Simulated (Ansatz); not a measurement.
One crystal and one scan (frozen-phonon scan) at two levels, PBE (plane waves to 420 eV, PAW, scalar-relativistic; Ansatz, a quantum-chemistry and plane-wave program) and r2SCAN (plane waves to 500 eV, PAW, scalar-relativistic; Ansatz), each from its own relaxed cell and on its own mesh. The cell shown is that of PBE.

Relaxed CdS (zinc blende):

```xyz
4
Lattice="0.0000 5.9266 5.9266 2.9633 2.9633 5.9266 2.9633 2.9633 0.0000" Properties=species:S:1:pos:R:3 pbc="T T T"
S      4.4450     4.4450     4.4450
S      4.4450     7.4083     7.4083
Cd     0.0000     0.0000     0.0000
Cd     2.9633     5.9266     2.9633
```

The atoms are displaced by Q × the pattern below (from a DFPT mode at X = (0.5, 0.5, 0.0), largest move 1; Q in Å), at fixed cell. It is one choice among 2 degenerate patterns. (q is in reciprocal vectors of the primitive cell; the cell shown is doubled to hold the pattern.)

| atom | x | y | z |
|---|---|---|---|
| S1 | 0.000 | -1.000 | 0.000 |
| S2 | 0.000 | 1.000 | 0.000 |
| Cd3 | 0.185 | 0.000 | 0.000 |
| Cd4 | -0.185 | 0.000 | 0.000 |

CdS was relaxed with its symmetry unable to fall. Percentages come from the unrounded values.

```
quantity                                                                                    PBE  r2SCAN     PBE − r2SCAN
----------------------------------------------------------------------------------------  -----  ------  ---------------
Lattice constant a (Å)                                                                    5.927   5.878  +0.049 (+0.8 %)
Harmonic wavenumber from the curvature (finite differences) (cm⁻¹ (negative: imaginary))    256     270       -14 (-5 %)
```

PBE gives the higher value for: lattice constant a. PBE gives the lower value for: harmonic wavenumber from the curvature. Both give the same shape of the curve: a single well with its minimum at or next to zero displacement.

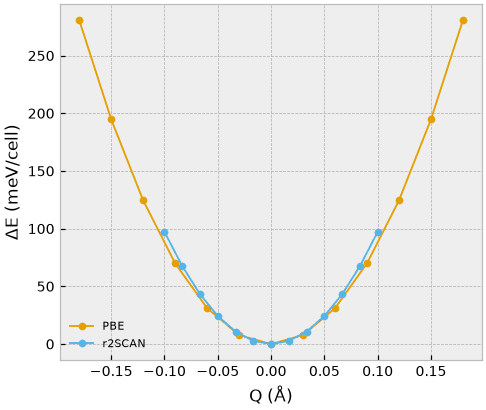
Fig. 1. ΔE, each from the undisplaced structure of its own level.

(For displaced atoms, the force is minus the slope of the energy, and its curvature is a force constant, which sets phonon frequencies.)
